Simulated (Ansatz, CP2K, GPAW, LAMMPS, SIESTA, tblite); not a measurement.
**Two particles of Al after sintering (141 atoms) in tblite**

Wanted: tblite inputs and outputs for two particles of Al after sintering (141 atoms), checked against a plane-wave reference.

Method: the method is named at each step, in tblite 0.8.0.

## (1) Starting point

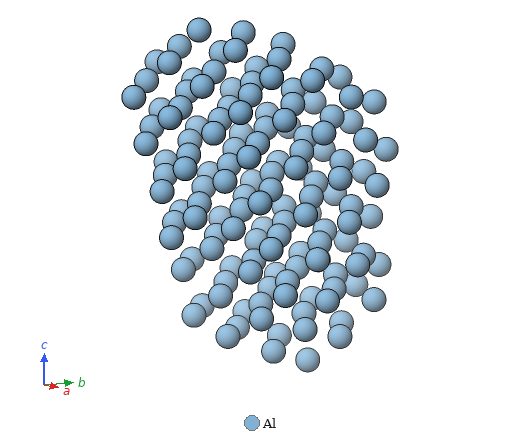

The starting structure, seen slightly off an axis (aluminium light blue).

The cell holds 141 atoms: 141 Al. Its edges and angles: a = 22.838 Å, b = 23.816 Å, c = 36.621 Å, α = 90.0°, β = 90.0°, γ = 90.0°. It derives from Al (fcc Al). 2 sphere(s) of radius 6.88, 6.19 Å cut from fcc Al (a = 4.05 Å), turned at random and set in contact, in vacuum; annealed 50 ps at 520 K with the Finnis-Sinclair Al potential (Mendelev, file Al_mm.eam.fs of the LAMMPS distribution), cooled to 300 K. Vacuum lies along a, b and c.

The yardstick, on the same geometry:

| Property | Result |
| --- | --- |
| method | Kohn-Sham DFT, PBE, PAW, plane waves (Ansatz 0.2.0); cutoff 420 eV, Γ point, fermi-dirac smearing of 0.05 eV; PAW set soft_2 |
| r.m.s. force component | 0.4629 eV/Å |
| longest force | 1.756 eV/Å |
| SCF cycles | 9 |
| time | 69 s on 16 threads of Intel Xeon Platinum 8488C (Sapphire Rapids), shared host |
| CPU time | 16 min |

## (2) GFN1-xTB

Method: GFN1-xTB tight binding, diagonalisation.

File run.py:

```python
import numpy as np
from ase.io import read
from tblite.ase import TBLite

atoms = read("structure.xyz")
atoms.calc = TBLite(method="GFN1-xTB", electronic_temperature=580, accuracy=1.0, max_iterations=250, mixer_damping=0.1, verbosity=1)
energy = atoms.get_potential_energy()
forces = atoms.get_forces()
print(f"energy {energy:.6f} eV")
print("forces (eV/A)")
for i, (a, f) in enumerate(zip(atoms, forces)):
    print(f"{i:4d} {a.symbol:2s} {f[0]:10.5f} {f[1]:10.5f} {f[2]:10.5f}")
print("charges (e)")
print(np.array2string(atoms.get_charges(), precision=4, suppress_small=True, max_line_width=110, threshold=100000))
```

File structure.xyz:

```xyz
141
Lattice="22.83819 0.00000 0.00000 0.00000 23.81578 0.00000 0.00000 0.00000 36.62134" Properties=species:S:1:pos:R:3 pbc="T T T"
Al 13.13561 16.57054 1.62818
Al 15.40687 16.05755 35.14843
Al 15.63320 15.45692 1.01697
Al 10.77826 14.83247 29.27144
Al 10.45898 17.03805 31.29037
Al 13.07075 17.34789 35.41796
Al 16.23339 14.64980 3.63943
Al 15.40527 17.25644 3.04799
Al 13.78330 13.26325 4.99369
Al 14.08888 17.59986 7.69744
Al 11.45358 18.43842 0.82252
Al 11.50268 17.99377 3.42556
Al 11.56754 17.18261 6.32560
Al 12.94971 18.04236 32.82664
Al 13.59443 13.54546 31.35263
Al 12.87046 15.98015 30.77950
Al 11.25580 12.54091 29.90901
Al 16.13381 12.56116 1.61024
Al 15.83235 11.44110 33.60960
Al 15.74031 13.45830 35.58313
Al 13.35006 14.54120 36.26318
Al 13.32791 12.56997 34.11205
Al 13.68236 11.90670 0.19446
Al 15.68824 14.08418 33.17893
Al 13.31649 15.44287 33.57921
Al 10.99750 14.51357 31.98654
Al 11.11421 14.05179 34.64379
Al 8.98957 18.50724 33.27891
Al 10.65059 16.59412 34.07469
Al 13.47408 15.85083 4.28433
Al 13.81642 11.35084 2.86708
Al 13.50514 13.96819 2.32875
Al 11.14481 15.17923 2.85280
Al 11.18340 13.23252 0.66871
Al 11.38781 12.38992 3.53726
Al 10.82736 15.85988 0.03516
Al 9.05603 17.88660 35.86511
Al 8.52801 15.30450 35.15868
Al 8.40057 14.34043 1.21803
Al 11.26654 19.02143 34.63610
Al 6.97387 16.45075 0.61744
Al 8.76279 13.83721 3.83499
Al 9.35407 16.36287 4.53775
Al 13.77440 18.46342 4.90836
Al 9.20539 17.12355 1.95375
Al 13.47522 10.91382 32.05539
Al 8.60018 13.95819 30.50008
Al 10.90432 9.87450 30.83224
Al 15.92987 10.52967 36.31482
Al 13.89156 10.06288 34.82213
Al 11.25283 11.32726 35.15759
Al 11.32135 9.25267 33.22251
Al 11.63035 8.59559 36.00537
Al 10.99636 11.85907 32.61533
Al 8.82559 13.27754 33.25730
Al 8.73538 11.32226 31.07760
[... 81 atom lines left out ...]
Al 8.88428 13.11321 6.65080
Al 16.04840 13.71884 6.25932
Al 15.88533 15.47264 8.23870
Al 15.64804 16.45075 5.70927
```

Command:

```bash
> OMP_NUM_THREADS=1 python run.py > output.txt
```

The program printed:

```text
------------------------------------------------------------
  cycle        total energy    energy error   density error
------------------------------------------------------------
      1     -173.5730928269  -1.7347164E+02   2.8418500E-01
      2     -173.7002496906  -1.2715686E-01   2.5066767E-01
      3     -163.8094718438   9.8907778E+00   2.3352099E-01
      4     -136.5031059620   2.7306366E+01   2.2642680E-01
      5     -167.6071097869  -3.1104004E+01   1.0892382E-01
      6     -174.4003612701  -6.7932515E+00   3.2742481E-02
      7     -174.4331753120  -3.2814042E-02   1.7737359E-02
      8     -174.3952834595   3.7891853E-02   1.5412561E-02
      9     -174.4905826808  -9.5299221E-02   6.0243913E-03
     10     -174.4929556928  -2.3730121E-03   4.0569349E-03
     11     -174.4936318038  -6.7611094E-04   3.0225193E-03
     12     -174.4936269458   4.8579663E-06   2.5135729E-03
     13     -174.4940119212  -3.8497537E-04   1.8784052E-03
     14     -174.4941781090  -1.6618783E-04   1.2028950E-03
     15     -174.4942432067  -6.5097637E-05   4.7835299E-04
     16     -174.4942517645  -8.5578096E-06   2.9932366E-04
     17     -174.4942547084  -2.9439129E-06   1.1893292E-04
     18     -174.4942550754  -3.6698790E-07   5.3554709E-05
     19     -174.4942551945  -1.1916768E-07   2.8128044E-05
     20     -174.4942552177  -2.3206297E-08   1.3914204E-05
------------------------------------------------------------
 total:                            1 min,16.290 sec
energy -4748.230538 eV
forces (eV/A)
   0 Al    0.58654    0.64352   -0.24651
   1 Al    1.00974    1.07176   -0.51504
   2 Al    0.86763    0.16119    0.31703
   3 Al   -0.16036    1.36743   -1.27966
   4 Al   -0.06063    0.86988   -0.48919
   5 Al    0.83483    0.52666    0.70559
   6 Al    0.71440   -0.02257   -0.12061
   7 Al    0.70263    0.88720   -0.37339
   8 Al   -0.18278   -0.28257    0.02875
   9 Al    0.05530    1.08215    0.45041
  10 Al   -0.07343    1.21389   -0.24338
  11 Al   -0.18505    0.89089    0.55575
  12 Al   -0.09719    1.18719   -0.33434
  13 Al    0.23107    0.29157   -0.81022
  14 Al    0.65894   -0.40240   -0.56356
  15 Al    0.78255    0.74569   -0.55354
  16 Al    0.60399   -1.19447   -0.27038
  17 Al    0.84443    0.19379   -0.04467
  18 Al    0.84535   -0.43309   -0.52106
  19 Al    0.93466   -0.66864    0.94697
  20 Al   -0.05833    0.19972   -0.11213
  21 Al    0.57239    0.63287   -0.22397
  22 Al   -0.13933    0.06816    0.32341
  23 Al    0.42641    0.36169   -1.36971
[...]
133 Al   -0.21650   -0.04106   -0.23465
 134 Al   -1.05041    0.28111    0.61854
 135 Al    0.01735   -0.34712    0.58269
 136 Al    0.94859   -0.54173   -0.36745
 137 Al    0.45731    0.50084    0.38091
 138 Al    1.10310    0.39480    0.28402
 139 Al    0.67080    0.31132    0.72966
 140 Al    1.12677    0.48294    0.04582
charges (e)
[ 0.0394 -0.0283 -0.0292 -0.0312 -0.0174 -0.0087 -0.016  -0.0296  0.0222 -0.0173 -0.0329 -0.0373 -0.0109
 -0.0174 -0.0293 -0.0326 -0.0192 -0.0267 -0.0291  0.0131  0.05    0.064   0.0551 -0.0158  0.0329  0.0723
 -0.0332 -0.0149  0.0797  0.072   0.0457  0.032   0.0167 -0.0444 -0.0323  0.0407  0.0102  0.0698  0.0432
 -0.0353 -0.0399  0.0514  0.0011 -0.0241 -0.0037 -0.0303 -0.0388 -0.0244 -0.0347  0.0004  0.0025 -0.003
 -0.0004  0.0639  0.0324  0.0322  0.0824  0.0043 -0.0337 -0.0208 -0.0182 -0.0052  0.0272  0.0521  0.0492
  0.0107 -0.0055 -0.0136 -0.0112 -0.0243 -0.0277 -0.028  -0.0153 -0.0169 -0.0161 -0.0339 -0.0272 -0.0199
  0.081  -0.0113 -0.0252 -0.0339  0.0572 -0.0361 -0.0215 -0.0213 -0.0361 -0.0115 -0.024  -0.0291 -0.0236
 -0.0239  0.0068 -0.0145 -0.0203 -0.0163 -0.0299  0.0346  0.0817  0.0456 -0.0196  0.0324  0.0703 -0.0266
 -0.0229 -0.045  -0.0021 -0.0144 -0.0268 -0.006   0.0017  0.0377 -0.0428  0.0408 -0.0386  0.017  -0.0148
 -0.0321 -0.0145 -0.0261  0.0058  0.0552 -0.0304 -0.0158  0.0677  0.0214 -0.0369  0.0546 -0.015  -0.0216
  0.0184 -0.0337  0.0188  0.0325 -0.0241  0.074  -0.0226  0.0381 -0.0004 -0.0405 -0.0047]
```

Run time: 77 s. Hardware: 1 thread of Intel Xeon Platinum 8488C (Sapphire Rapids), shared host; peak memory 0.71 GiB.

Banners, paths, timers and routine set-up lines are dropped from the logs unmarked, and long logs keep their key lines alone; longer cuts are marked.

Compared with the plane-wave run:

```
r.m.s. force component                  : 0.5994 eV/Å
r.m.s. difference of force components   : 421.3 meV/Å
longest difference of force vectors     : 1217 meV/Å
force difference over r.m.s. force      : 91.01 %
slope of forces against the reference's : 0.9243
correlation of force components         : 0.7138
```

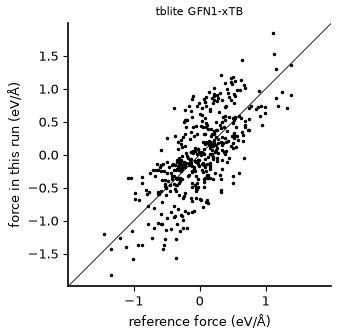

Force components against those of the reference; the line marks equality.

Local excerpt of 13 atoms (numbers count through the whole input) about Al57, whose charge lies farthest from its element's mean; x, y, z are measured from there.

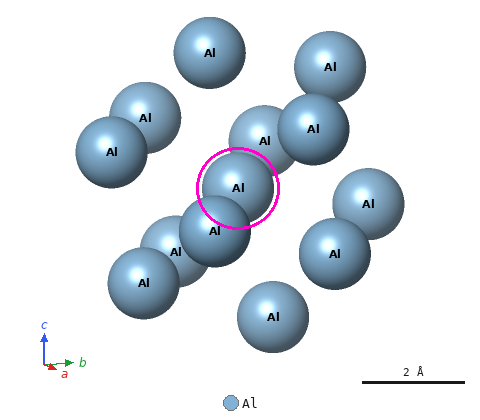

The atoms of the table, within 3.0 Å (arrows a, b, c point along x, y, z); some may hide others; the central atom is ringed.

```
atom      x      y      z  distance (Å)  bonds  Mulliken charge (e)     Fx     Fy  Fz (eV/Å)
Al57   0.00   0.00   0.00          0.00     12                 0.08  -0.10  -0.11       0.38
Al77   0.12  -2.00  -1.79          2.69      6                -0.03  -0.61  -1.43      -0.35
Al54   2.07   1.33  -1.09          2.69     12                 0.06   0.37   0.37      -0.49
Al78  -2.14  -0.59  -1.52          2.69      6                -0.02  -1.04  -0.32      -0.36
Al81  -2.09  -1.24   1.19          2.70      7                -0.03  -0.68  -0.61       0.20
Al56  -0.19   0.79  -2.63          2.75      9                 0.03  -0.18   0.25      -0.93
Al52   2.39  -1.28  -0.48          2.76      9                 0.00   0.97  -1.13       0.91
Al55  -0.10   2.75  -0.45          2.79     12                 0.03  -0.45   0.19       0.03
Al64   0.23  -0.67   2.76          2.85     12                 0.05   0.28  -0.15      -0.12
Al51   2.33   0.80   1.45          2.86     12                 0.00  -0.15  -0.51       0.74
Al68  -2.50   1.38   0.55          2.91      9                -0.01  -0.71   0.01       0.46
Al76   0.38  -2.76   0.89          2.92      7                -0.03  -0.24  -0.80      -0.35
Al66  -0.12   1.96   2.32          3.04     12                 0.01  -0.31   0.17      -0.68
```

Atoms are counted from 1 here, from 0 in the log.

Forces lie 91 % from the reference's, at 0.081 times its CPU time (on 1 against 16 cores).

## (3) Outcome

```yaml
force_difference_from_the_reference: tblite GFN1-xTB, 91 %
its_cpu_time: 77 s
```

**Reading.** Tight binding differs by 91 % (tblite GFN1-xTB); it is another model, with fitted parameters of its own, and the xTB methods hold dispersion. One electronic-structure run takes under half the reference's CPU time: tblite GFN1-xTB, at 91 % in 77 s against 16 min, too far off to be of use. Periodic xTB results under one method name differ between programs and library versions. The electron count is odd in Ansatz plane waves (reference), and they have no spin polarisation, so the unpaired electron is spread evenly over both spins. The electron count is odd and the run has no spin polarisation, so levels at the top are partly filled by construction.

[Also dropped from logs without a mark: logging warnings of Python, and SIESTA's first energy breakdown and zero terms.]

[Logs are printed without paths, hosts, clocks, repeated set-up lines and the standing remarks that a program may print on its own settings, such as how far it seeks lower states.]

[Hosts, paths, dates, database ids (printed as entryN), source tags and the programs' standing remarks are cut or masked in the printed files.]
